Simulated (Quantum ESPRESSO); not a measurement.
Two runs for the Gd L₃ edge of atom 1 in Gd2TeO2 (I4/mmm). Run A: Quantum ESPRESSO XSpectra, LDA, full core hole (charged cell), 10-atom cell with 5.6 Å between holes, 4×3×4 k points, dipole transitions, Lorentzian half width 0.4 eV, without spin-orbit coupling. Run B differs in one choice.

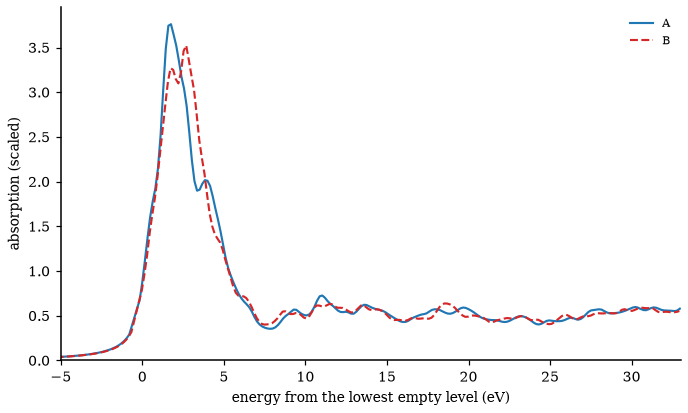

Energy from the lowest empty level; intensity scaled to a mean of 1 over the first 20 eV.

**Question.** What was changed?
a) the plane-wave cutoff
b) the broadening
c) the radius of the reconstruction
d) the size of the supercell

(d): run B changes the supercell atoms from 10 to 5, and the k mesh follows the cell. The scaled spectrum changes by 16 % r.m.s. Another feature, at 2.7 eV (3.52), becomes the highest below 24 eV; the one at 1.8 eV (3.76) is now at 1.7 eV (3.27). Other settings could leave a like mark; this is the one that was changed.

[Hosts, paths, dates, database ids (printed as entryN), source tags and the programs' standing remarks are cut or masked in the printed files.]

[Lists of maxima count a maximum above −3 eV only where it reaches 4 % of the highest in the window and stands out from its surroundings by 2 % of it (1.5 % where it reaches 55 %); shoulders and weaker maxima are passed over, and of the rest the first, up to two pre-edge ones and the few strongest are named.]
